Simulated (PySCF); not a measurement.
The calculation's input:

```
{"job": {"kind": "nmr", "xc": "PBE0", "basis": "pcSseg-1"}, "charge": 0, "multiplicity": 1}
C      0.872200    -0.811059    -1.464645
N      0.554422    -0.399236    -0.111718
Si     1.749195     0.202281     0.972332
C      3.303091     0.417140    -0.043390
N      4.268196     0.556957    -0.644340
Si    -1.145029    -0.519666     0.292842
N     -1.196069    -0.188850     1.985456
Si    -2.394855     1.077072    -0.801061
H      0.272910    -0.249126    -2.186781
H      0.654888    -1.873054    -1.605596
H      1.923444    -0.643770    -1.688295
H      1.402513     1.521128     1.502951
H      2.102979    -0.761177     2.027634
H     -1.485041    -1.927109    -0.030389
H     -0.639231    -0.750670     2.609028
H     -2.094233    -0.014711     2.403804
H     -2.906612     2.130234     0.083466
H     -1.672877     1.763712    -1.878172
H     -3.579696     0.479156    -1.430587
```

Command:

```sh
OMP_NUM_THREADS=1 python probes_run.py task.json out
```

Geometry: GFN2-xTB.

Method: PBE0/pcSseg-1, SCF density, gas phase, non-relativistic (PySCF).

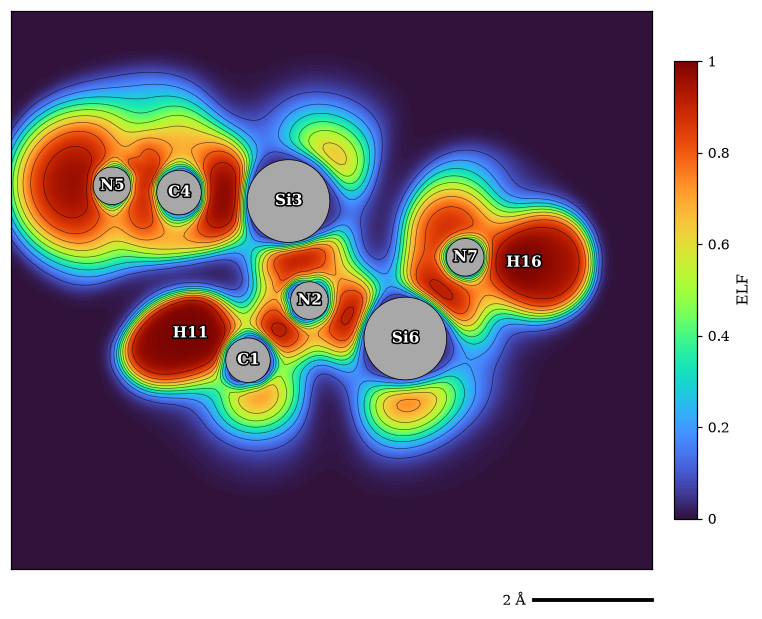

C2H11N3Si3. Electron localisation function on the plane of atoms N2, C1 and H11. Grey discs cover the atomic cores.

Interpret the plot.

Answer. Atoms in the plane: C, N, Si and H. C–N (1.15 Å): the ELF peaks at about 0.85 between the atoms: a short, multiple covalent bond. Si–N (1.72 Å): the ELF peaks at about 0.90 between the atoms, as expected for a polar covalent bond. C–Si (1.87 Å): the ELF peaks at about 1 between the atoms, as expected for localised, covalent bonding. N–H (1.01 Å): the ELF climbs to about 1 towards the hydrogen, as it does in any bond to H: an ordinary covalent bond to hydrogen. C–H (1.09 Å): the ELF climbs to about 1 towards the hydrogen; a covalent bond by its length. The ELF also peaks beside N7 and N5, away from the bonds: lone-pair regions.
